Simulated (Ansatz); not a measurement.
## Electronic structure of B2Cl2F2H2 (SMILES Cl[BH-]1[F+][BH-](Cl)[F+]1) in real space

The calculation's input:

```
crystal:
  periodic: [false, false, false]
  atoms:
    - {symbol: Cl, position_ang: [0.679831, -1.889094, 1.508692]}
    - {symbol: B, position_ang: [0.854580, -0.399237, 0.596814]}
    - {symbol: F, position_ang: [0.329465, -0.553773, -0.842027]}
    - {symbol: B, position_ang: [-0.854533, 0.399278, -0.596799]}
    - {symbol: Cl, position_ang: [-0.680479, 1.889037, -1.508931]}
    - {symbol: F, position_ang: [-0.329158, 0.554148, 0.841929]}
    - {symbol: H, position_ang: [1.879214, 0.194293, 0.607101]}
    - {symbol: H, position_ang: [-1.878929, -0.194661, -0.606779]}
basis:
  gaussian: {orbitals: def2-TZVPP}
hamiltonian: {xc: pbe0, dispersion: d4}
output: {orbitals: {seedname: orbitals}}
```

Launched as:

```sh
ansatz run in.yaml --threads 4 --pin off --events-out ev --progress --plain --max-ram 10444MiB
```

Geometry: PBE0-D4/def2-TZVP.

These are results of Ansatz 0.2.0, RKS PBE0-D4/def2-TZVPP, not measurements.

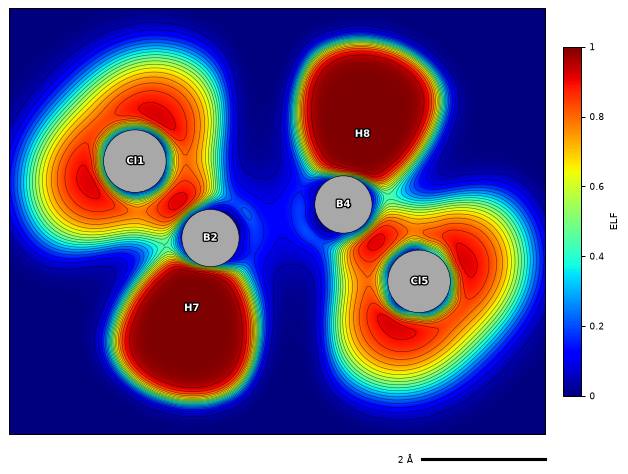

Figure 1. Electron localisation function on the plane of atoms Cl1, B2 and H7. Grey discs cover the atomic cores.

Read the bonding off the picture.

Answer.
- The plane passes through Cl, B and H nuclei.
- B–Cl (1.76 Å): the ELF peaks at about 0.90 between the atoms: a polar covalent bond.
- B–H (1.18 Å): the ELF climbs to about 1 towards the hydrogen, as it does in any bond to H (a covalent bond by its length).
- The ELF also peaks beside Cl5 and Cl1, away from the bonds: lone-pair regions.

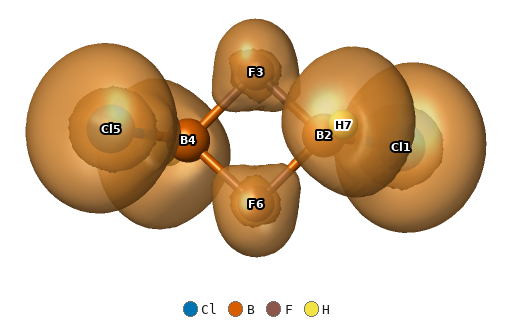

Figure 2. Isosurface of the ELF at 0.75 (orange), seen from one side. Core shells and regions of very low density are left out.

Identify the bonds, lone pairs and shells in this picture.

Answer. At this value the surface marks out two regions around hydrogen nuclei, two regions on Cl in which the atom's valence shell and bonds are merged and two regions on F in which the atom's valence shell and bonds are merged.


B–F (1.54 Å): the ELF peaks at about 0.85 between the atoms (a shared but strongly polarised pair).

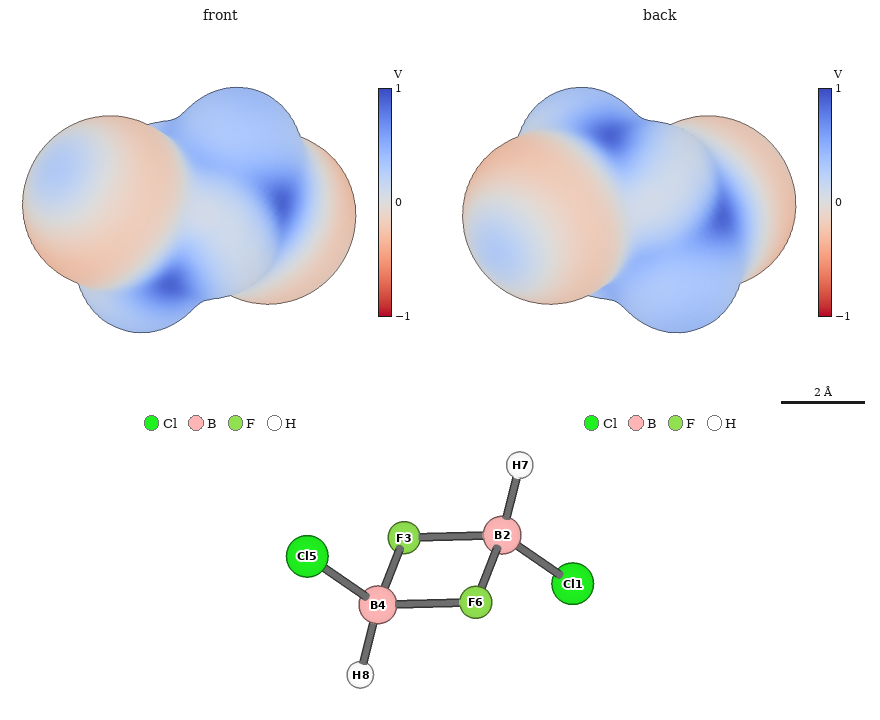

Figure 3. The molecular electrostatic potential painted on the density surface at 0.001 e/bohr³, seen from the front and from behind; the colour scale runs from red (negative) to blue (positive). The bare structure is drawn below in the same view.

Describe the electrostatic potential map.

Answer. The most negative region (about −0.3 V) lies over Cl1 and Cl5, the most positive (about +0.9 V) over B2 and B4. Cl1 shows a σ-hole: about +0.3 V at the tip opposite its bond, against about −0.2 V on its flanks. Cl5 shows a σ-hole: about +0.3 V at the tip opposite its bond, against about −0.2 V on its flanks.

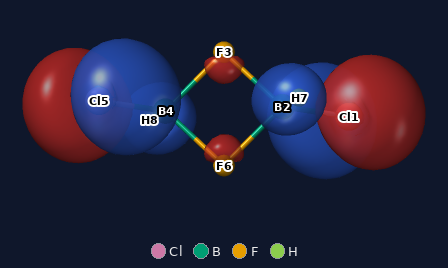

Figure 4. The HOMO−1 at ±0.1 Å⁻³ᐟ² (red and blue are the two phases), seen from one side.

Where does this orbital lie, and at what energy?

Answer. It lies mainly on Cl1 (about 40 %) and Cl5 (about 40 %); it is gerade (even under inversion); largely a combination of lone pairs on Cl1 and Cl5. Its energy is −9.57 eV.
